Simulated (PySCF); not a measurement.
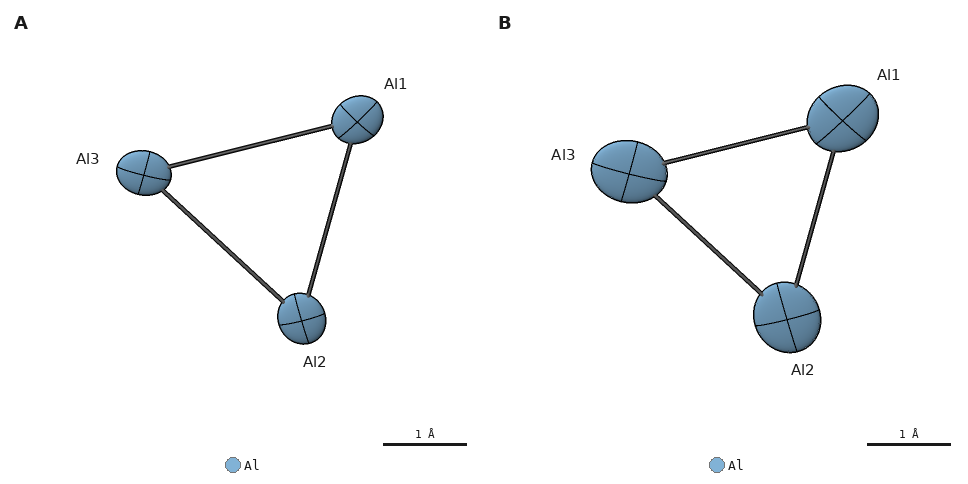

Displacement ellipsoids at the 50 % level, scaled by 3, from the internal vibrations of the free molecule (harmonic, no overall translation or rotation; no half-axis is drawn under 0.075 Å). The species has charge +1 and is a spin triplet. Vibrations computed with UKS-based PBE0, Al def2-TZVP; non-relativistic; density fitting (PySCF 2.14.0). One panel is for 298 K, the other for 600 K.

> Which panel is for 600 K?

B.

> How much does the mean-square displacement of Al3 grow, and why?

U_eq goes from 0.0030 to 0.0057 Å², a factor of 1.9. Modes below kT (417 cm⁻¹ at 600 K) grow about in proportion to T, and the lowest lies at 154 cm⁻¹; the mean-square amplitude of a mode is its zero-point value times coth(ħω/2kT), which comes close to 1 only above about 3kT.

The spin state was imposed, and no run here compares it with a lower spin, which may lie lower.
